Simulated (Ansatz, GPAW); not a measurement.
**An In chain with one Li atom in line: relaxation, then transmission at several levels**

Wanted: T(E) of an In chain with one Li atom in line at a relaxed geometry in two programs, beside the unrelaxed structure.

Method: Ansatz plane waves; relaxation of the junction with the lead ends held, in the first sound run; inputs show where later runs differ, in GPAW 26.7.0 and Ansatz 0.2.0.

## 1. The structure

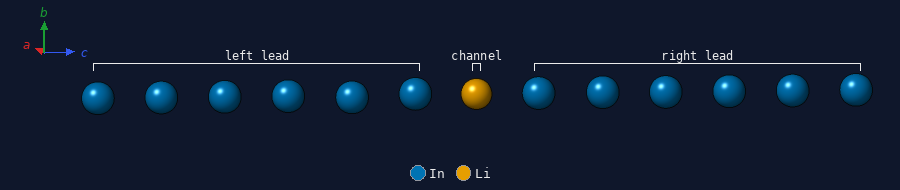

The starting structure, seen from the side, with the c axis across the page (indium blue, lithium orange).

The cell holds 13 atoms: 12 In and 1 Li. Its edges and angles: a = 9.000 Å, b = 9.000 Å, c = 38.206 Å, α = 90.0°, β = 90.0°, γ = 90.0°. Regions: left lead, 6 atoms (6 In); channel, 1 atom (1 Li); right lead, 6 atoms (6 In). Vacuum lies along a and b. The structure is stacked along c, and the current runs across the ab planes.

## 2. Relaxing the atoms

Transmission follows bond lengths closely, so the atoms between the held lead ends are relaxed first, from a slightly shaken start that lets symmetry break.

File input.yaml:

```yaml
crystal:
  lattice:
    - [9.0, 0.0, 0.0]
    - [0.0, 9.0, 0.0]
    - [0.0, 0.0, 38.206]
  atoms:
    - { symbol: In, position: [0.5, 0.5, 0.0386065016] }
    - { symbol: In, position: [0.5, 0.5, 0.1158195048] }
    - { symbol: In, position: [0.5, 0.5, 0.193032508] }
    - { symbol: In, position: [0.5, 0.5, 0.2702455112] }
    - { symbol: In, position: [0.5060891885, 0.4897388936, 0.3482108025] }
    - { symbol: In, position: [0.5002321241, 0.5043941667, 0.4249743202] }
    - { symbol: Li, position: [0.5060908621, 0.5001058125, 0.4995946479] }
    - { symbol: In, position: [0.5019349497, 0.5014403562, 0.5750482861] }
    - { symbol: In, position: [0.4991756539, 0.5023981356, 0.6530945265] }
    - { symbol: In, position: [0.5, 0.5, 0.7297544888] }
    - { symbol: In, position: [0.5, 0.5, 0.806967492] }
    - { symbol: In, position: [0.5, 0.5, 0.8841804952] }
    - { symbol: In, position: [0.5, 0.5, 0.9613934984] }
kpoints:
  mp_grid: { grid: [1, 1, 2] }
hamiltonian:
  xc: pbe
scf:
  occupations: { method: fermi_dirac, width: 0.1 }
relax:
  f_tol: 0.03
  max_steps: 80
  constraints: [{ sites: [0, 1, 2, 3, 9, 10, 11, 12] }]
```

Launch:

```sh
$ ansatz run input.yaml --threads 4 --pin off --max-ram 8192MiB --backend cpu --events-out ev --progress --plain --runs-dir out
```

Numbers of over 12 decimals in the logs are rounded to 6 here.

Log:

```text
Engine: ansatz 0.2.0, aarch64-unknown-linux-gnu
Pseudopotentials: kind: paw
Pseudopotential: In, paw, valence charge 13, recommended cutoff 420 eV (normal), In.paw.azcp
Pseudopotential: Li, paw, valence charge 3, recommended cutoff 420 eV (normal), Li.paw.azcp
Functional definition: PBE
  parameter kappa = 0.804
  parameter beta = 0.066725
  exchange = pbe_x(kappa = kappa, mu = beta*pi^2/3)
  correlation = pbe_c(beta = beta)
Crystal: 13 atoms, lattice volume = 3094.686 Å³
Basis set: ecut = 420 eV, 60435 PW (Γ), exchange–correlation on 128×128×512 points (8 copies of the dense FFT grid, shifted against one another)
Bands: 96, of which v1, the nominal top of the filled ones, is band 80 counted from 1 (79 counted from 0)
Symmetry: 1 space group operations
Space group: P1 (ITA 1), of the structure as read, at distance tolerance 1.5e-4 Å
k-points: 2
Non-local potential: In, projectors of the file, l = 0: 2, l = 1: 2, l = 2: 2, l = 3: 2
Non-local potential: Li, projectors of the file, l = 0: 3, l = 1: 2, l = 2: 1
PAW form: soft (Blöchl's): semilocal exchange-correlation on the pseudo side does not see the compensation charge
PAW one-centre angular grid: In, 590 points (default); XC on 64 Gauss nodes
PAW one-centre angular grid: Li, 110 points (default); XC on 64 Gauss nodes
Initial density: superposition of atomic densities (neutral atoms: chi_scale 0, normalization atom), corrected by the library's trained network
Initial wavefunctions: pseudopotential atomic-orbital guess
Functional: x = pbe(κ = 0.804, μ = 0.219515), c = pbe(β = 0.066725)
SCF iter   1: F=—  HF=-67364.219757 eV  |F-HF|=—  |Δ(HF+E_count)|=         —  Δρ=1.04e-3  dr2=6.01e-1  ethr=1.77e-3  ⟨swp⟩=7.5  Hψ=806  notcnv=0
preconditioner: auto → LDOS  [metal: Δε(μ)=0.016 eV  Ē_g=13.115 eV  σ=0.100 eV  W_gap=0.04  n_scr=264 (ndim 8)  ℏωp=8.4 eV  f_vac=0.707  D(μ)=30.55/eV (n_scr^D=112)  β→1.0]
SCF iter   2: F=—  HF=-67364.185876 eV  |F-HF|=—  |Δ(HF+E_count)|=   3.39e-2  Δρ=5.65e-4  dr2=6.89e-2  ethr=3.78e-4  ⟨swp⟩=2.0  Hψ=226  notcnv=0
SCF iter   3: F=—  HF=-67364.185108 eV  |F-HF|=—  |Δ(HF+E_count)|=   7.67e-4  Δρ=3.70e-4  dr2=1.73e-2  ethr=4.34e-5  ⟨swp⟩=3.0  Hψ=361  notcnv=0
SCF iter   4: F=—  HF=-67364.184142 eV  |F-HF|=—  |Δ(HF+E_count)|=   9.66e-4  Δρ=2.84e-4  dr2=8.16e-3  ethr=1.09e-5  ⟨swp⟩=2.0  Hψ=353  notcnv=0
SCF iter   5: F=—  HF=-67364.183074 eV  |F-HF|=—  |Δ(HF+E_count)|=   1.07e-3  Δρ=5.71e-5  dr2=6.47e-4  ethr=5.13e-6  ⟨swp⟩=3.0  Hψ=403  notcnv=0
SCF iter   6: F=—  HF=-67364.183062 eV  |F-HF|=—  |Δ(HF+E_count)|=   1.21e-5  Δρ=4.49e-5  dr2=1.47e-4  ethr=4.07e-7  ⟨swp⟩=2.0  Hψ=293  notcnv=0
SCF iter   7: F=-67364.183023 eV  HF=-67364.183031 eV  |F-HF|=8.32e-6  |Δ(HF+E_count)|=   3.06e-5  Δρ=1.39e-5  dr2=2.23e-5  ethr=1.42e-8  ⟨swp⟩=3.5  Hψ=728  notcnv=0
SCF 1 converged in 7 iterations: F = -67364.183023 eV  dr2 = 2.23e-5
  greatest PAW one-centre occupation: 1.000 electrons in one spin orbital (limit 2), on the Li atom at site 6 (counted from 0), in its partial waves of l = 0
relax step   1: F+E_penalty+E_count = -67364.18302287 eV  Δ(F+E_penalty+E_count) = +0.000e0 eV  max|allowed force component| = 2.920e-1 eV/Å  Δτ_max = 0.0000 Å  (7 SCF iters, dr2 threshold 2.25e-5 eV, accepted)
Initial density: handed on by an earlier stage of this run
Initial wavefunctions: those handed on with the density
iter 1 solved again at ethr=6.34e-5 eV; its pass at ethr=3.10e-3 eV (dr2=1.01e-1 eV) is discarded
SCF iter   1: F=—  HF=-67364.214177 eV  |F-HF|=—  |Δ(HF+E_count)|=         —  Δρ=6.43e-4  dr2=1.18e-1  ethr=6.34e-5  ⟨swp⟩=2.0  Hψ=521  notcnv=0
preconditioner: auto → LDOS  [metal: Δε(μ)=0.039 eV  Ē_g=13.006 eV  σ=0.100 eV  W_gap=0.10  n_scr=264 (ndim 8)  ℏωp=8.4 eV  f_vac=0.706  D(μ)=30.97/eV (n_scr^D=112)  β→1.0]
SCF iter   2: F=—  HF=-67364.209192 eV  |F-HF|=—  |Δ(HF+E_count)|=   4.98e-3  Δρ=3.14e-4  dr2=1.63e-2  ethr=6.34e-5  ⟨swp⟩=1.0  Hψ=192  notcnv=0
SCF iter   3: F=—  HF=-67364.208369 eV  |F-HF|=—  |Δ(HF+E_count)|=   8.23e-4  Δρ=1.88e-4  dr2=2.51e-3  ethr=1.03e-5  ⟨swp⟩=2.0  Hψ=345  notcnv=0
SCF iter   4: F=—  HF=-67364.208426 eV  |F-HF|=—  |Δ(HF+E_count)|=   5.76e-5  Δρ=7.61e-5  dr2=9.90e-4  ethr=1.58e-6  ⟨swp⟩=2.5  Hψ=339  notcnv=0
SCF iter   5: F=—  HF=-67364.208358 eV  |F-HF|=—  |Δ(HF+E_count)|=   6.83e-5  Δρ=2.83e-5  dr2=1.51e-4  ethr=6.22e-7  ⟨swp⟩=2.0  Hψ=214  notcnv=0
SCF iter   6: F=—  HF=-67364.208353 eV  |F-HF|=—  |Δ(HF+E_count)|=   5.02e-6  Δρ=1.97e-5  dr2=2.97e-5  ethr=9.50e-8  ⟨swp⟩=2.0  Hψ=271  notcnv=0
SCF iter   7: F=-67364.208345 eV  HF=-67364.208347 eV  |F-HF|=2.17e-6  |Δ(HF+E_count)|=   5.78e-6  Δρ=5.60e-6  dr2=4.48e-6  ethr=3.35e-9  ⟨swp⟩=4.0  Hψ=762  notcnv=0
SCF 2 converged in 7 iterations: F = -67364.208345 eV  dr2 = 4.48e-6
relax step   2: F+E_penalty+E_count = -67364.20834517 eV  Δ(F+E_penalty+E_count) = -2.532e-2 eV  max|allowed force component| = 7.386e-2 eV/Å  Δτ_max = 0.0690 Å  (7 SCF iters, dr2 threshold 5.33e-6 eV, accepted)
SCF iter   1: F=—  HF=-67364.228176 eV  |F-HF|=—  |Δ(HF+E_count)|=         —  Δρ=6.28e-4  dr2=5.00e-2  ethr=2.45e-3  ⟨swp⟩=4.5  Hψ=386  notcnv=0
preconditioner: auto → LDOS  [metal: Δε(μ)=0.023 eV  Ē_g=13.056 eV  σ=0.100 eV  W_gap=0.06  n_scr=264 (ndim 8)  ℏωp=8.4 eV  f_vac=0.706  D(μ)=30.03/eV (n_scr^D=112)  β→1.0]
SCF iter   2: F=—  HF=-67364.228884 eV  |F-HF|=—  |Δ(HF+E_count)|=   7.08e-4  Δρ=3.95e-4  dr2=3.13e-2  ethr=3.14e-5  ⟨swp⟩=2.5  Hψ=367  notcnv=0
SCF iter   3: F=—  HF=-67364.227261 eV  |F-HF|=—  |Δ(HF+E_count)|=   1.62e-3  Δρ=1.41e-4  dr2=5.03e-3  ethr=1.97e-5  ⟨swp⟩=2.0  Hψ=286  notcnv=0
SCF iter   4: F=—  HF=-67364.227274 eV  |F-HF|=—  |Δ(HF+E_count)|=   1.22e-5  Δρ=1.37e-4  dr2=1.34e-3  ethr=3.16e-6  ⟨swp⟩=2.0  Hψ=337  notcnv=0
SCF iter   5: F=—  HF=-67364.227048 eV  |F-HF|=—  |Δ(HF+E_count)|=   2.25e-4  Δρ=3.20e-5  dr2=4.64e-4  ethr=8.44e-7  ⟨swp⟩=2.0  Hψ=348  notcnv=0
SCF iter   6: F=—  HF=-67364.227069 eV  |F-HF|=—  |Δ(HF+E_count)|=   2.07e-5  Δρ=2.75e-5  dr2=1.29e-4  ethr=2.92e-7  ⟨swp⟩=1.0  Hψ=192  notcnv=0
SCF iter   7: F=—  HF=-67364.227056 eV  |F-HF|=—  |Δ(HF+E_count)|=   1.31e-5  Δρ=9.92e-6  dr2=6.75e-5  ethr=8.12e-8  ⟨swp⟩=2.0  Hψ=196  notcnv=0
SCF iter   8: F=—  HF=-67364.227445 eV  |F-HF|=—  |Δ(HF+E_count)|=   3.89e-4  Δρ=3.76e-6  dr2=1.32e-6  ethr=4.25e-8  ⟨swp⟩=2.0  Hψ=200  notcnv=0
SCF iter   9: F=—  HF=-67364.227445 eV  |F-HF|=—  |Δ(HF+E_count)|=   1.66e-7  Δρ=1.90e-6  dr2=5.32e-7  ethr=8.33e-10  ⟨swp⟩=3.0  Hψ=362  notcnv=0
SCF iter  10: F=-67364.227445 eV  HF=-67364.227445 eV  |F-HF|=2.71e-8  |Δ(HF+E_count)|=   2.60e-8  Δρ=6.42e-7  dr2=5.30e-8  ethr=6.29e-11  ⟨swp⟩=4.0  Hψ=695  notcnv=0
SCF 3 converged in 10 iterations: F = -67364.227445 eV  dr2 = 5.30e-8
relax step   3: F+E_penalty+E_count = -67364.22744465 eV  Δ(F+E_penalty+E_count) = -1.910e-2 eV  max|allowed force component| = 7.510e-2 eV/Å  Δτ_max = 0.2000 Å  (10 SCF iters, accepted)
[...]
relax step   4: F+E_penalty+E_count = -67364.24669530 eV  Δ(F+E_penalty+E_count) = -1.925e-2 eV  max|allowed force component| = 7.997e-2 eV/Å  Δτ_max = 0.2000 Å  (10 SCF iters, accepted)
[...]
relax step   5: F+E_penalty+E_count = -67364.26256729 eV  Δ(F+E_penalty+E_count) = -1.587e-2 eV  max|allowed force component| = 3.650e-2 eV/Å  Δτ_max = 0.1946 Å  (7 SCF iters, dr2 threshold 6.40e-6 eV, accepted)
[...]
relax step   6: F+E_penalty+E_count = -67364.27257190 eV  Δ(F+E_penalty+E_count) = -1.000e-2 eV  max|allowed force component| = 2.665e-2 eV/Å  Δτ_max = 0.1927 Å  (9 SCF iters, accepted)
[...]
relax step   7: F+E_penalty+E_count = -67364.28336444 eV  Δ(F+E_penalty+E_count) = -1.079e-2 eV  max|allowed force component| = 3.246e-2 eV/Å  Δτ_max = 0.1998 Å  (10 SCF iters, accepted)
[...]
relax step   8: F+E_penalty+E_count = -67364.29132175 eV  Δ(F+E_penalty+E_count) = -7.957e-3 eV  max|allowed force component| = 2.610e-2 eV/Å  Δτ_max = 0.1974 Å  (10 SCF iters, accepted)
[...]
relax step   9: F+E_penalty+E_count = -67364.29538439 eV  Δ(F+E_penalty+E_count) = -4.063e-3 eV  max|allowed force component| = 1.818e-2 eV/Å  Δτ_max = 0.1951 Å  (10 SCF iters, accepted)
SCF iter   1: F=—  HF=-67364.296919 eV  |F-HF|=—  |Δ(HF+E_count)|=         —  Δρ=3.33e-4  dr2=7.99e-3  ethr=1.88e-4  ⟨swp⟩=3.5  Hψ=346  notcnv=0
preconditioner: auto → LDOS  [metal: Δε(μ)=0.044 eV  Ē_g=12.976 eV  σ=0.100 eV  W_gap=0.11  n_scr=264 (ndim 8)  ℏωp=8.4 eV  f_vac=0.705  D(μ)=27.80/eV (n_scr^D=102)  β→1.0]
SCF iter   2: F=—  HF=-67364.296794 eV  |F-HF|=—  |Δ(HF+E_count)|=   1.26e-4  Δρ=2.13e-4  dr2=4.54e-3  ethr=5.03e-6  ⟨swp⟩=2.0  Hψ=379  notcnv=0
SCF iter   3: F=—  HF=-67364.296389 eV  |F-HF|=—  |Δ(HF+E_count)|=   4.05e-4  Δρ=6.46e-5  dr2=6.19e-4  ethr=2.85e-6  ⟨swp⟩=2.0  Hψ=344  notcnv=0
SCF iter   4: F=—  HF=-67364.296420 eV  |F-HF|=—  |Δ(HF+E_count)|=   3.08e-5  Δρ=4.98e-5  dr2=1.72e-4  ethr=3.89e-7  ⟨swp⟩=2.0  Hψ=349  notcnv=0
SCF iter   5: F=—  HF=-67364.296395 eV  |F-HF|=—  |Δ(HF+E_count)|=   2.45e-5  Δρ=1.30e-5  dr2=3.52e-5  ethr=1.08e-7  ⟨swp⟩=2.0  Hψ=350  notcnv=0
SCF iter   6: F=—  HF=-67364.296744 eV  |F-HF|=—  |Δ(HF+E_count)|=   3.49e-4  Δρ=1.19e-5  dr2=8.66e-6  ethr=2.22e-8  ⟨swp⟩=2.0  Hψ=354  notcnv=0
SCF iter   7: F=—  HF=-67364.296742 eV  |F-HF|=—  |Δ(HF+E_count)|=   2.01e-6  Δρ=2.87e-6  dr2=2.19e-6  ethr=5.45e-9  ⟨swp⟩=2.0  Hψ=350  notcnv=0
SCF iter   8: F=—  HF=-67364.296742 eV  |F-HF|=—  |Δ(HF+E_count)|=   2.18e-7  Δρ=1.34e-6  dr2=1.69e-6  ethr=1.38e-9  ⟨swp⟩=2.0  Hψ=220  notcnv=0
SCF iter   9: F=—  HF=-67364.296742 eV  |F-HF|=—  |Δ(HF+E_count)|=   2.17e-8  Δρ=7.01e-7  dr2=3.72e-7  ethr=1.06e-9  ⟨swp⟩=1.0  Hψ=192  notcnv=0
SCF iter  10: F=-67364.296742 eV  HF=-67364.296742 eV  |F-HF|=2.23e-8  |Δ(HF+E_count)|=   5.09e-9  Δρ=2.87e-7  dr2=2.52e-8  ethr=6.29e-11  ⟨swp⟩=3.0  Hψ=592  notcnv=0
SCF 10 converged in 10 iterations: F = -67364.296742 eV  dr2 = 2.52e-8
relax step  10: F+E_penalty+E_count = -67364.29674196 eV  Δ(F+E_penalty+E_count) = -1.358e-3 eV  max|allowed force component| = 2.018e-2 eV/Å  Δτ_max = 0.0623 Å  (10 SCF iters, accepted)
SCF converged after 10 iterations
Free energy (F): -67364.296742 eV
Harris-Foulkes:  -67364.296742 eV  (|F-HF|=2.23e-8)
Internal energy: -67363.425555 eV  (E = F + TS)
E sigma→0 (E₀):  -67363.861149 eV
Entropy (-TS):   -0.871187 eV (-67.014 meV/atom)
Fermi energy:    -1.900216 eV
--- Per-component energies (eV) ---
  E_band       = -2302.915987
  E_kinetic    = 2893.795633
  E_local      = -33767.990624  (includes V_loc(G=0)·N_el)
  E_nonlocal   = 4352.780703
  E_hartree    = 14489.712106
  E_xc         = -2584.556092
  E_vxc        = -1185.972679  (∫ρ·V_xc dr)
  E_paw        = -49830.371940  (= ΣΔE_a)
  E_vpaw       = -3574.950337  (= ΣTr[D̂ρ^β])
  E_aug_tail   = 0.000322  (compensation charges beyond the density's cutoff)
  E_ewald      = -2916.795664
  E_smearing   = -0.871187  (= −TS)
  E_closure    = -0.000000  (closes the sum)
  Σ components = -67364.296742   (vs F -67364.296742, Δ=0.00e0)
--- Forces (eV/Å), atoms counted from 1 ---
  atom   1  In    -0.01430516     0.02215618     0.04204689
  atom   2  In    -0.00980562     0.01454661     0.04765419
  atom   3  In     0.05766677    -0.09295213     0.02566809
  atom   4  In    -0.04888105     0.07754433     0.18666020
  atom   5  In    -0.00171378     0.00407456     0.00043341
  atom   6  In    -0.00186012     0.00303616     0.00043362
  atom   7  Li    -0.00228274     0.00230777     0.00392482
  atom   8  In    -0.00288753     0.00340644     0.02017674
  atom   9  In     0.00251405    -0.00507710    -0.00495178
  atom  10  In     0.06025546    -0.07633231    -0.21306216
  atom  11  In    -0.06147900     0.07888863    -0.03037398
  atom  12  In     0.00585756    -0.00879924    -0.04937599
  atom  13  In     0.01693026    -0.02280660    -0.02926557
  max |Σ_I F_I| component: 3.15e-5 eV/Å
--- Relaxed structure (10 steps of the walk, 10 accepted, 0 SCFs on fresh bases) ---
  F+E_penalty+E_count = -67364.29674196 eV   max|allowed force component| = 2.018e-2 eV/Å
  atoms:
    - { symbol: In, position: [0.5, 0.5, 0.038607] }
    - { symbol: In, position: [0.5, 0.5, 0.115820] }
    - { symbol: In, position: [0.5, 0.5, 0.193033] }
    - { symbol: In, position: [0.5, 0.5, 0.270246] }
    - { symbol: In, position: [0.558035, 0.404414, 0.342786] }
    - { symbol: In, position: [0.508499, 0.484347, 0.417977] }
    - { symbol: Li, position: [0.505605, 0.488468, 0.498929] }
    - { symbol: In, position: [0.502368, 0.495127, 0.580238] }
    - { symbol: In, position: [0.441748, 0.572616, 0.655390] }
    - { symbol: In, position: [0.5, 0.5, 0.729754] }
    - { symbol: In, position: [0.5, 0.5, 0.806967] }
    - { symbol: In, position: [0.5, 0.5, 0.884180] }
    - { symbol: In, position: [0.5, 0.5, 0.961393] }
```

Wall time 3.2 min (4 threads of Arm Neoverse N1, shared host); peak memory 3.5 GiB; 13 min of CPU time.

The steps of the relaxation:

| step | energy less that of the first step (eV) | largest force component (eV/Å) |
| --- | --- | --- |
| 1 | 0.0000 | 0.2920 |
| 2 | -0.0253 | 0.0739 |
| 3 | -0.0444 | 0.0751 |
| 4 | -0.0637 | 0.0800 |
| 5 | -0.0795 | 0.0365 |
| 6 | -0.0895 | 0.0266 |
| 7 | -0.1003 | 0.0325 |
| 8 | -0.1083 | 0.0261 |
| 9 | -0.1124 | 0.0182 |
| 10 | -0.1137 | 0.0202 |

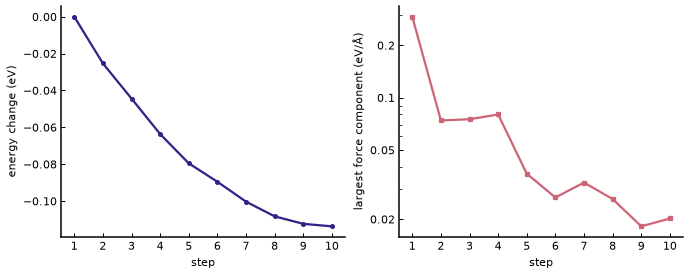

Energy and largest force along the relaxation.

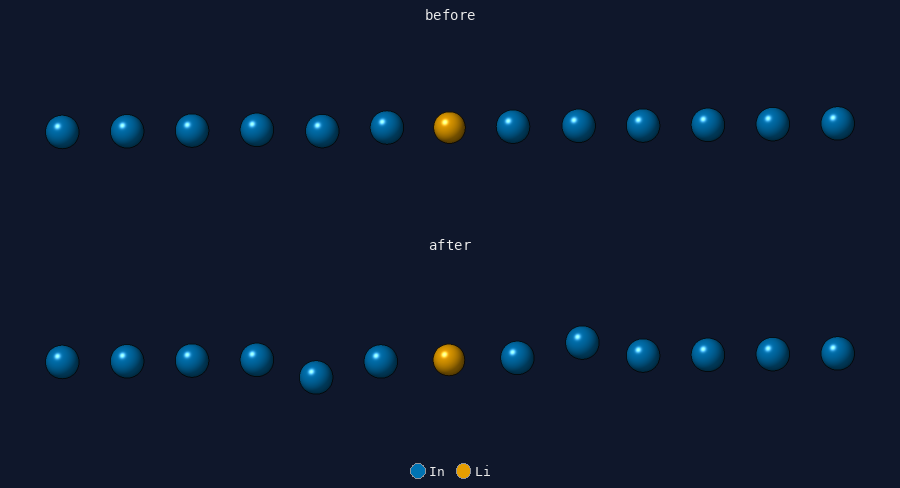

The structure before and after the relaxation, drawn at the same scale.

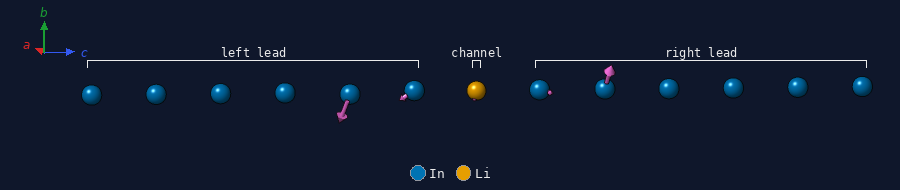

Displacements in the relaxation, exaggerated; the longest in the cell stands for 0.92 Å.

The atoms that moved most (Å):

| atom | dx | dy | dz | length |
| --- | --- | --- | --- | --- |
| In5 | 0.468 | -0.768 | -0.207 | 0.923 |
| In9 | -0.517 | 0.632 | 0.088 | 0.821 |
| In6 | 0.074 | -0.180 | -0.267 | 0.331 |
| In8 | 0.004 | -0.057 | 0.198 | 0.206 |
| Li7 | -0.004 | -0.105 | -0.025 | 0.108 |

This step gave:

```
free energy         : -67364.2967 eV
smearing term TS    : 0.8712 eV
symmetry operations : 1
```

The relaxation lowered the energy of the cell by 0.114 eV.

(Continued in part 2 of 3.)

[Logs are printed without paths, hosts, clocks, repeated set-up lines and the standing remarks that a program may print on its own settings, such as how far it seeks lower states.]

[Hosts, paths, dates, database ids (printed as entryN), source tags and the programs' standing remarks are cut or masked in the printed files.]
